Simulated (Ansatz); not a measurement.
# BH₂O₂Te radical: a spread of methods and bases

Aim: run BH₂O₂Te radical under a spread of inputs, and see what each costs and gives.

Method: the settings change from run to run; program: Ansatz 0.2.0, Gaussian basis.

### 1 The molecule

An earlier PBE0-D4 in a triple-zeta def2 set relaxation fixed the geometry. Te takes a core potential in def2 sets; no spin-orbit term is included.

SMILES `OB(O)[Te]`, 6 atoms, charge 0, spin multiplicity 2.

Atoms are counted from 1 here; the program's logs count them from 0.

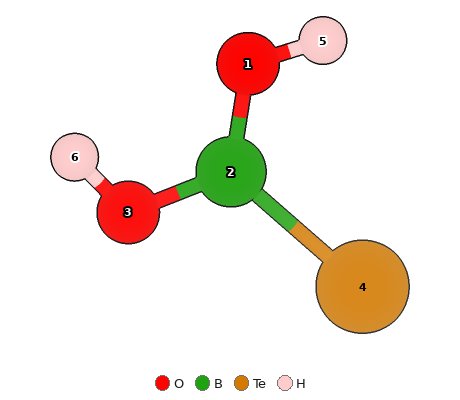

The structure; oxygen red, boron green, tellurium orange, hydrogen pink; atoms are numbered from 1 in the order of the file.

### 2 B2PLYP/ANO-RCC-VTZP

File in.yaml:

```yaml
crystal:
  periodic: [false, false, false]
  atoms:
    - {symbol: O, position_ang: [0.122844, 1.149783, 0.018151]}
    - {symbol: B, position_ang: [-0.054334, -0.196493, -0.081303]}
    - {symbol: O, position_ang: [0.459403, -1.013613, 0.866977]}
    - {symbol: Te, position_ang: [-1.144058, -1.145853, -1.718211]}
    - {symbol: H, position_ang: [-0.267112, 1.668289, -0.687220]}
    - {symbol: H, position_ang: [0.925256, -0.526213, 1.555405]}
basis:
  gaussian: {orbitals: ANO-RCC-VTZP}
magnetization: {spin_polarized: true, initial_magnetization: 1}
hamiltonian: {xc: {name: B2PLYP}}
output: {forces: true}
```

On the command line:

```bash
$ ansatz run in.yaml --threads 4 --pin off --events-out ev --progress --plain --max-ram 10444MiB
```

The program printed (excerpt; [...] marks lines left out):

```text
Functional definition: B2PLYP
  name "B2PLYP"
  cite "Grimme, J. Chem. Phys. 124, 034108 (2006) doi:10.1063/1.2148954"
  cite "Becke, Phys. Rev. A 38, 3098 (1988) doi:10.1103/PhysRevA.38.3098"
  cite "Lee, Yang & Parr, Phys. Rev. B 37, 785 (1988) doi:10.1103/PhysRevB.37.785"
[...]
1271 factors; integrals over basis functions are off by at most 1.1e-3 eV
[...]
mean field -189650.06408964 eV, -6969.5113058637 hartree, gradient 1.2e-6 eV, S^2 0.755381; 2 other end points of the search recorded, 0 dependent functions left out
21 core orbitals not correlated: weight in the atoms' cores, before any rotation towards them, 1.000 or more for the frozen orbitals, at most 0.000 for the correlated occupied ones
reference -189650.06425250 eV, -6969.5113118487 hartree; 17, 16 occupied and 148, 149 virtual orbitals, 1271 factors
second order -36.37066111 eV of doubles, -0.00000000 eV of singles
[...]
Total energy: -189659.88433100 eV, -6969.8721930773 hartree
Relativity: scalar
Atom 0 at     0.122844     1.149783     0.018151 Å, force     0.014358     0.161476     0.001282 eV/Å
Atom 1 at    -0.054334    -0.196493    -0.081303 Å, force    -0.078637    -0.060565    -0.120086 eV/Å
Atom 2 at     0.459403    -1.013613     0.866977 Å, force     0.072389    -0.077046     0.128670 eV/Å
Atom 3 at    -1.144058    -1.145853    -1.718211 Å, force    -0.023368    -0.022087    -0.034653 eV/Å
Atom 4 at    -0.267112     1.668289    -0.687220 Å, force     0.007282     0.015133     0.009567 eV/Å
Atom 5 at     0.925256    -0.526213     1.555405 Å, force     0.007976    -0.016911     0.015221 eV/Å
Dipole moment:     0.058850     0.344043     0.047625 e Å
```

Run time: 47 s. Hardware: 4 threads of Arm Neoverse V2, shared host; peak memory 1.1 GiB.

Largest force 0.167 eV/Å, dipole 1.69 D, ⟨S²⟩ 0.755.

### 3 CAM-B3LYP/def2-TZVP

Set apart from the defaults: restricted open-shell orbitals, D3(BJ) dispersion.

Edit in.yaml of step 2 so:

```diff
@@ -10,5 +10,5 @@
 basis:
-  gaussian: {orbitals: ANO-RCC-VTZP}
-magnetization: {spin_polarized: true, initial_magnetization: 1}
-hamiltonian: {xc: {name: B2PLYP}}
+  gaussian: {orbitals: def2-TZVP}
+magnetization: {spin_polarized: false, initial_magnetization: 1}
+hamiltonian: {xc: {name: CAM-B3LYP}, dispersion: d3bj}
 output: {forces: true}
```

Launched as before.

The program printed (excerpt; [...] marks lines left out):

```text
Functional definition: CAM-B3LYP
  name "CAM-B3LYP"
  cite "Yanai, Tew & Handy, Chem. Phys. Lett. 393, 51 (2004) doi:10.1016/j.cplett.2004.06.011"
  cite "Iikura, Tsuneda, Yanai & Hirao, J. Chem. Phys. 115, 3540 (2001) doi:10.1063/1.1383587"
  cite "Becke, Phys. Rev. A 38, 3098 (1988) doi:10.1103/PhysRevA.38.3098"
  cite "Lee, Yang & Parr, Phys. Rev. B 37, 785 (1988) doi:10.1103/PhysRevB.37.785"
  cite "Vosko, Wilk & Nusair, Can. J. Phys. 58, 1200 (1980) doi:10.1139/p80-159"
[...]
  # Exact exchange under (alpha + beta erf(omega r))/r, Becke's under what is left of 1/r.
[...]
975 factors; their error is unknown
234 factors; integrals over basis functions are off by at most 8.9e-5 eV
[...]
mean field -12099.27306290 eV, -444.6400838796 hartree, gradient 5.3e-6 eV, S^2 0.750000; 2 other end points of the search recorded, 0 dependent functions left out
[...]
reference -12099.27316586 eV, -444.6400876633 hartree; 24, 23 occupied and 131, 132 virtual orbitals, 975 factors
Total energy: -12099.37312798 eV, -444.6437612037 hartree
Atom 0 at     0.122844     1.149783     0.018151 Å, force    -0.002689    -0.151421     0.017354 eV/Å
Atom 1 at    -0.054334    -0.196493    -0.081303 Å, force     0.012016    -0.025347     0.022110 eV/Å
Atom 2 at     0.459403    -1.013613     0.866977 Å, force    -0.048308     0.097806    -0.091713 eV/Å
Atom 3 at    -1.144058    -1.145853    -1.718211 Å, force     0.002560     0.000545     0.004293 eV/Å
Atom 4 at    -0.267112     1.668289    -0.687220 Å, force    -0.007848     0.080050    -0.024059 eV/Å
Atom 5 at     0.925256    -0.526213     1.555405 Å, force     0.044270    -0.001634     0.072015 eV/Å
Dipole moment:     0.063648     0.356654     0.053658 e Å
```

Run time: 7 s. Hardware: 4 threads of Arm Neoverse V2, shared host; peak memory 0.62 GiB.

Largest force 0.152 eV/Å, dipole 1.76 D.

### 4 LC-wPBE/x2c-TZVPPall

This run has multiplicity 4, a grid of angular degree 47.

Edit in.yaml of step 3 so:

```diff
@@ -10,5 +10,5 @@
 basis:
-  gaussian: {orbitals: def2-TZVP}
-magnetization: {spin_polarized: false, initial_magnetization: 1}
-hamiltonian: {xc: {name: CAM-B3LYP}, dispersion: d3bj}
+  gaussian: {orbitals: x2c-TZVPPall, final_grid: {core_spheres: 20, valence_spheres: 16, degree: 47}}
+magnetization: {spin_polarized: true, initial_magnetization: 3}
+hamiltonian: {xc: {name: LC-wPBE}}
 output: {forces: true}
```

The command is unchanged.

The program printed (excerpt; [...] marks lines left out):

```text
Functional definition: LC-wPBE
  name "LC-wPBE"
  cite "Vydrov & Scuseria, J. Chem. Phys. 125, 234109 (2006) doi:10.1063/1.2409292"
  cite "Heyd & Scuseria, J. Chem. Phys. 120, 7274 (2004) doi:10.1063/1.1668634"
  cite "Ernzerhof & Perdew, J. Chem. Phys. 109, 3313 (1998) doi:10.1063/1.476928"
  cite "Perdew, Burke & Ernzerhof, Phys. Rev. Lett. 77, 3865 (1996) doi:10.1103/PhysRevLett.77.3865"
  parent pbe
[...]
1091 factors; their error is unknown
296 factors; integrals over basis functions are off by at most 2.5e-5 eV
[...]
mean field -189661.41838705 eV, -6969.9285685973 hartree, gradient 4.3e-8 eV, S^2 3.757678; 6 other end points of the search recorded, 0 dependent functions left out
[...]
reference -189661.41838706 eV, -6969.9285685976 hartree; 39, 36 occupied and 142, 145 virtual orbitals, 1091 factors
Total energy: -189661.41838706 eV, -6969.9285685976 hartree
Relativity: scalar
Atom 0 at     0.122844     1.149783     0.018151 Å, force     0.620381     0.446317     0.245561 eV/Å
Atom 1 at    -0.054334    -0.196493    -0.081303 Å, force     1.204430     1.871233     3.296647 eV/Å
Atom 2 at     0.459403    -1.013613     0.866977 Å, force     0.434492     0.002719     0.283551 eV/Å
Atom 3 at    -1.144058    -1.145853    -1.718211 Å, force    -2.372905    -2.253206    -3.974821 eV/Å
Atom 4 at    -0.267112     1.668289    -0.687220 Å, force    -0.073107    -0.054404    -0.034533 eV/Å
Atom 5 at     0.925256    -0.526213     1.555405 Å, force     0.186709    -0.012659     0.183595 eV/Å
Dipole moment:    -0.000626     0.272575    -0.060006 e Å
```

It took 34 s on 4 threads of Arm Neoverse V2, shared host; peak memory 0.65 GiB.

Largest force 5.148 eV/Å, dipole 1.34 D, ⟨S²⟩ 3.758.

### 5 SPW92/x2c-TZVPPall

Edit in.yaml of step 4 so:

```diff
@@ -10,5 +10,4 @@
 basis:
-  gaussian: {orbitals: x2c-TZVPPall, final_grid: {core_spheres: 20, valence_spheres: 16, degree: 47}}
-magnetization: {spin_polarized: true, initial_magnetization: 3}
-hamiltonian: {xc: {name: LC-wPBE}}
-output: {forces: true}
+  gaussian: {orbitals: x2c-TZVPPall}
+magnetization: {spin_polarized: true, initial_magnetization: 1}
+hamiltonian: {xc: {name: SPW92}}
```

Launched as before.

The program printed:

```text
Functional definition: SPW92
  name "SPW92"
  cite "Dirac, Proc. Camb. Phil. Soc. 26, 376 (1930) doi:10.1017/S0305004100016108"
  cite "Slater, Phys. Rev. 81, 385 (1951) doi:10.1103/PhysRev.81.385"
  cite "Perdew & Wang, Phys. Rev. B 45, 13244 (1992) doi:10.1103/PhysRevB.45.13244"
  exchange = slater_x
  correlation = pw_c
1091 factors; their error is unknown
mean field evaluation 1: about -189460.9978 eV, gradient 5.9e1 eV
mean field evaluation 2: about -189382.1989 eV, gradient 1.4e2 eV
mean field evaluation 4: about -189472.6376 eV, gradient 8.9e0 eV
mean field evaluation 8: about -189472.9251 eV, gradient 6.4e-1 eV
mean field evaluation 16: about -189472.9206 eV, gradient 6.7e-3 eV
mean field evaluation 32: about -189472.9206 eV, gradient 5.5e-6 eV
mean field -189472.92059241 eV, -6963.0014024128 hartree, gradient 5.5e-6 eV, S^2 0.751418; 4 other end points of the search recorded, 0 dependent functions left out
reference -189472.92062331 eV, -6963.0014035483 hartree; 38, 37 occupied and 143, 144 virtual orbitals, 1091 factors
Total energy: -189472.92062331 eV, -6963.0014035483 hartree
Relativity: scalar
```

It took 3.4 s on 4 threads of Arm Neoverse V2, shared host; peak memory 0.4 GiB.

⟨S²⟩ 0.751.

### 6 r2SCANh/def2-TZVPD

This run has the search for lower states set to full.

Edit in.yaml of step 5 so:

```diff
@@ -10,4 +10,5 @@
 basis:
-  gaussian: {orbitals: x2c-TZVPPall}
+  gaussian: {orbitals: def2-TZVPD}
 magnetization: {spin_polarized: true, initial_magnetization: 1}
-hamiltonian: {xc: {name: SPW92}}
+hamiltonian: {xc: {name: r2SCANh}}
+scf: {lower_state_search: full}
```

Launched as before.

The program printed (excerpt; [...] marks lines left out):

```text
Functional definition: r2SCANh
  name "r2SCANh"
  cite "Bursch, Neugebauer, Ehlert & Grimme, J. Chem. Phys. 156, 134105 (2022) doi:10.1063/5.0086040"
  cite "Furness, Kaplan, Ning, Perdew & Sun, J. Phys. Chem. Lett. 11, 8208 (2020) doi:10.1021/acs.jpclett.0c02405"
  cite "Furness, Kaplan, Ning, Perdew & Sun, J. Phys. Chem. Lett. 11, 9248 (2020) doi:10.1021/acs.jpclett.0c03077"
  parent r2scan
[...]
1084 factors; their error is unknown
[...]
mean field -12101.00977779 eV, -444.7039069748 hartree, gradient 1.1e-5 eV, S^2 0.756264; 7 other end points of the search recorded, 0 dependent functions left out
reference -12101.00979969 eV, -444.7039077797 hartree; 24, 23 occupied and 170, 171 virtual orbitals, 1084 factors
Total energy: -12101.00979969 eV, -444.7039077797 hartree
```

It took 45 s on 4 threads of Arm Neoverse V2, shared host; peak memory 0.83 GiB.

⟨S²⟩ 0.756.

### 7 PBE0-DH/def2-mTZVPP

Edit in.yaml of step 6 so:

```diff
@@ -10,5 +10,5 @@
 basis:
-  gaussian: {orbitals: def2-TZVPD}
+  gaussian: {orbitals: def2-mTZVPP}
 magnetization: {spin_polarized: true, initial_magnetization: 1}
-hamiltonian: {xc: {name: r2SCANh}}
-scf: {lower_state_search: full}
+hamiltonian: {xc: {name: PBE0-DH}}
+output: {forces: true}
```

Same command.

The program printed (excerpt; [...] marks lines left out):

```text
Functional definition: PBE0-DH
  name "PBE0-DH"
  cite "Brémond & Adamo, J. Chem. Phys. 135, 024106 (2011) doi:10.1063/1.3604569"
  cite "Perdew, Burke & Ernzerhof, Phys. Rev. Lett. 77, 3865 (1996) doi:10.1103/PhysRevLett.77.3865"
[...]
1117 factors; integrals over basis functions are off by at most 1.2e-3 eV
[...]
mean field -12090.38817535 eV, -444.3135702848 hartree, gradient 6.7e-6 eV, S^2 0.754802; 2 other end points of the search recorded, 0 dependent functions left out
7 core orbitals not correlated: weight in the atoms' cores, before any rotation towards them, 1.000 or more for the frozen orbitals, at most 0.000 for the correlated occupied ones
reference -12090.38819184 eV, -444.3135708905 hartree; 17, 16 occupied and 89, 90 virtual orbitals, 1117 factors
second order -21.33749449 eV of doubles, -0.00000000 eV of singles
[...]
Total energy: -12093.05537865 eV, -444.4115881980 hartree
Atom 0 at     0.122844     1.149783     0.018151 Å, force    -0.094763    -0.101563    -0.139076 eV/Å
Atom 1 at    -0.054334    -0.196493    -0.081303 Å, force     0.086732     0.066975     0.130549 eV/Å
Atom 2 at     0.459403    -1.013613     0.866977 Å, force     0.021913     0.220801     0.005131 eV/Å
Atom 3 at    -1.144058    -1.145853    -1.718211 Å, force     0.007298     0.005938     0.011230 eV/Å
Atom 4 at    -0.267112     1.668289    -0.687220 Å, force     0.074215    -0.097873     0.134000 eV/Å
Atom 5 at     0.925256    -0.526213     1.555405 Å, force    -0.095395    -0.094279    -0.141833 eV/Å
Dipole moment:     0.065084     0.348137     0.057170 e Å
```

Wall time 8 s (4 threads of Arm Neoverse V2, shared host); peak memory 0.45 GiB.

Largest force 0.222 eV/Å, dipole 1.72 D, ⟨S²⟩ 0.755.

### 8 PBE0-DH/def2-SVP

Options: charge -1, multiplicity 1, coordinates scaled by 0.92, a point charge of 0.50 e beside it.

File in.yaml:

```yaml
crystal:
  periodic: [false, false, false]
  atoms:
    - {symbol: O, position_ang: [0.113016, 1.057801, 0.016699]}
    - {symbol: B, position_ang: [-0.049987, -0.180773, -0.074799]}
    - {symbol: O, position_ang: [0.422651, -0.932524, 0.797619]}
    - {symbol: Te, position_ang: [-1.052533, -1.054185, -1.580754]}
    - {symbol: H, position_ang: [-0.245743, 1.534826, -0.632243]}
    - {symbol: H, position_ang: [0.851235, -0.484116, 1.430973]}
basis:
  gaussian: {orbitals: def2-SVP, point_charges: [{charge: 0.50, position_ang: [5.277, 0.172, -0.376]}]}
total_charge: -1
hamiltonian: {xc: {name: PBE0-DH}}
```

The command is unchanged.

The program printed (excerpt; [...] marks lines left out):

```text
Functional definition: PBE0-DH
  name "PBE0-DH"
  cite "Brémond & Adamo, J. Chem. Phys. 135, 024106 (2011) doi:10.1063/1.3604569"
  cite "Perdew, Burke & Ernzerhof, Phys. Rev. Lett. 77, 3865 (1996) doi:10.1103/PhysRevLett.77.3865"
[...]
833 factors; integrals over basis functions are off by at most 1.1e-3 eV
[...]
mean field -12086.11182545 eV, -444.1564173243 hartree, gradient 1.9e-6 eV, S^2 0.000000; 0 other end points of the search recorded, 0 dependent functions left out
7 core orbitals not correlated: weight in the atoms' cores, before any rotation towards them, 1.000 or more for the frozen orbitals, at most 0.000 for the correlated occupied ones
reference -12086.11183918 eV, -444.1564178290 hartree; 17, 17 occupied and 54, 54 virtual orbitals, 833 factors
second order -18.72231408 eV of doubles, -0.00000000 eV of singles
Total energy: -12088.45212844 eV, -444.2424218730 hartree
```

Wall time 1 s (4 threads of Arm Neoverse V2, shared host).

### 9 B2PLYP/def2-mTZVP

This run has atoms shaken by 0.08 Å.

File in.yaml:

```yaml
crystal:
  periodic: [false, false, false]
  atoms:
    - {symbol: O, position_ang: [0.184901, 1.114198, 0.081318]}
    - {symbol: B, position_ang: [-0.091419, -0.243106, -0.103840]}
    - {symbol: O, position_ang: [0.482817, -1.036273, 0.890418]}
    - {symbol: Te, position_ang: [-1.073481, -1.216168, -1.822767]}
    - {symbol: H, position_ang: [-0.290578, 1.710368, -0.720324]}
    - {symbol: H, position_ang: [0.993992, -0.395098, 1.370927]}
basis:
  gaussian: {orbitals: def2-mTZVP}
magnetization: {spin_polarized: true, initial_magnetization: 1}
hamiltonian: {xc: {name: B2PLYP}}
```

Same command.

The program printed (excerpt; [...] marks lines left out):

```text
Functional definition: B2PLYP
  name "B2PLYP"
  cite "Grimme, J. Chem. Phys. 124, 034108 (2006) doi:10.1063/1.2148954"
  cite "Becke, Phys. Rev. A 38, 3098 (1988) doi:10.1103/PhysRevA.38.3098"
  cite "Lee, Yang & Parr, Phys. Rev. B 37, 785 (1988) doi:10.1103/PhysRevB.37.785"
[...]
1087 factors; integrals over basis functions are off by at most 1.1e-3 eV
[...]
mean field -12083.19821987 eV, -444.0493442944 hartree, gradient 1.3e-6 eV, S^2 0.754422; 2 other end points of the search recorded, 0 dependent functions left out
7 core orbitals not correlated: weight in the atoms' cores, before any rotation towards them, 1.000 or more for the frozen orbitals, at most 0.000 for the correlated occupied ones
reference -12083.19835676 eV, -444.0493493248 hartree; 17, 16 occupied and 85, 86 virtual orbitals, 1087 factors
second order -20.96343396 eV of doubles, -0.00000000 eV of singles
Total energy: -12088.85848393 eV, -444.2573551617 hartree
```

It took 5.5 s on 4 threads of Arm Neoverse V2, shared host; peak memory 0.32 GiB.

⟨S²⟩ 0.754.

### 10 PBEsol/def2-mTZVPP

Set apart from the defaults: D3(BJ) dispersion, high accuracy.

File in.yaml:

```yaml
crystal:
  periodic: [false, false, false]
  atoms:
    - {symbol: O, position_ang: [0.122844, 1.149783, 0.018151]}
    - {symbol: B, position_ang: [-0.054334, -0.196493, -0.081303]}
    - {symbol: O, position_ang: [0.459403, -1.013613, 0.866977]}
    - {symbol: Te, position_ang: [-1.144058, -1.145853, -1.718211]}
    - {symbol: H, position_ang: [-0.267112, 1.668289, -0.687220]}
    - {symbol: H, position_ang: [0.925256, -0.526213, 1.555405]}
basis:
  gaussian: {orbitals: def2-mTZVPP}
magnetization: {spin_polarized: true, initial_magnetization: 1}
hamiltonian: {xc: {name: PBEsol}, dispersion: d3bj}
accuracy: high
output: {forces: true}
```

The command is unchanged.

The program printed (excerpt; [...] marks lines left out):

```text
Functional definition: PBEsol
  name "PBEsol"
  cite "Perdew et al., Phys. Rev. Lett. 100, 136406 (2008) doi:10.1103/PhysRevLett.100.136406"
  cite "Perdew, Burke & Ernzerhof, Phys. Rev. Lett. 77, 3865 (1996) doi:10.1103/PhysRevLett.77.3865"
  parent pbesol
[...]
2325 factors; integrals over basis functions are off by at most 3.0e-9 eV
[...]
mean field -12071.07185647 eV, -443.6037086590 hartree, gradient 3.7e-8 eV, S^2 0.751981; 3 other end points of the search recorded, 0 dependent functions left out
[...]
reference -12071.07185970 eV, -443.6037087777 hartree; 24, 23 occupied and 89, 90 virtual orbitals, 2325 factors
Total energy: -12071.11953524 eV, -443.6054608215 hartree
Atom 0 at     0.122844     1.149783     0.018151 Å, force     0.307481    -0.055344     0.507233 eV/Å
Atom 1 at    -0.054334    -0.196493    -0.081303 Å, force    -0.119492    -0.119016    -0.178138 eV/Å
Atom 2 at     0.459403    -1.013613     0.866977 Å, force    -0.206460    -0.530068    -0.260941 eV/Å
Atom 3 at    -1.144058    -1.145853    -1.718211 Å, force    -0.027915    -0.014291    -0.043148 eV/Å
Atom 4 at    -0.267112     1.668289    -0.687220 Å, force    -0.282418     0.388642    -0.512788 eV/Å
Atom 5 at     0.925256    -0.526213     1.555405 Å, force     0.328804     0.330077     0.487782 eV/Å
Dipole moment:     0.072754     0.344778     0.070077 e Å
```

Wall time 6.5 s (4 threads of Arm Neoverse V2, shared host); peak memory 0.38 GiB.

Largest force 0.703 eV/Å, dipole 1.73 D, ⟨S²⟩ 0.752.

### 11 The runs in one table

```tsv
level	charge	multiplicity	geometry	functions	energy (eV)	time
B2PLYP/ANO-RCC-VTZP	0	2	relaxed	186	-189659.884	47 s
CAM-B3LYP/def2-TZVP	0	2	relaxed	155	-12099.373	7 s
LC-wPBE/x2c-TZVPPall	0	4	relaxed	181	-189661.418	34 s
SPW92/x2c-TZVPPall	0	2	relaxed	181	-189472.921	3.4 s
r2SCANh/def2-TZVPD	0	2	relaxed	194	-12101.010	45 s
PBE0-DH/def2-mTZVPP	0	2	relaxed	113	-12093.055	8 s
PBE0-DH/def2-SVP	-1	1	scaled, point charge	78	-12088.452	1 s
B2PLYP/def2-mTZVP	0	2	shaken	109	-12088.858	5.5 s
PBEsol/def2-mTZVPP	0	2	relaxed	113	-12071.120	6.5 s
```

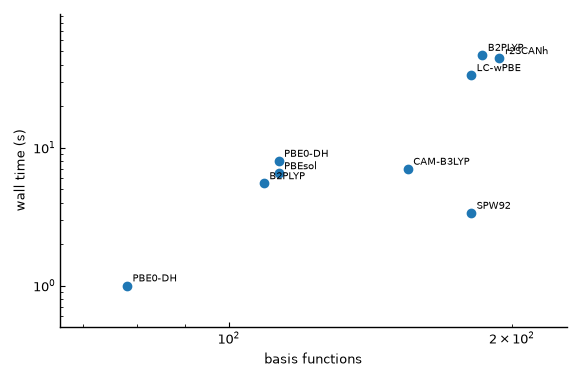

Wall time against the number of basis functions (shared host).

### 12 Summary of results

| quantity | value |
| --- | --- |
| runs | 9 |
| quickest | PBE0-DH/def2-SVP, 1 s |
| slowest | B2PLYP/ANO-RCC-VTZP, 47 s |
| spread of total energies, same state and geometry | 177588.8 eV |
| dipole, same state and geometry | 1.69 to 1.76 D |

**Reading.** Run time spans a factor of 47, from PBE0-DH/def2-SVP to B2PLYP/ANO-RCC-VTZP. The jobs differ in tasks and options as well as level. Total energies at one charge and spin differ by 177589 eV between levels, so only differences within one level mean anything. Some of these runs are scalar-relativistic and others not, which shifts the totals of all-electron atoms past neon by several eV an atom and more; core potentials, where a basis has them, take the core out of the total altogether. At the PBE0-D4/def2-TZVP geometry and in the same state, the sound runs without point charges leave forces up to 0.70 eV/Å (PBEsol/def2-mTZVPP). At that geometry and state the dipole changes by 4 % between the lowest and highest value.
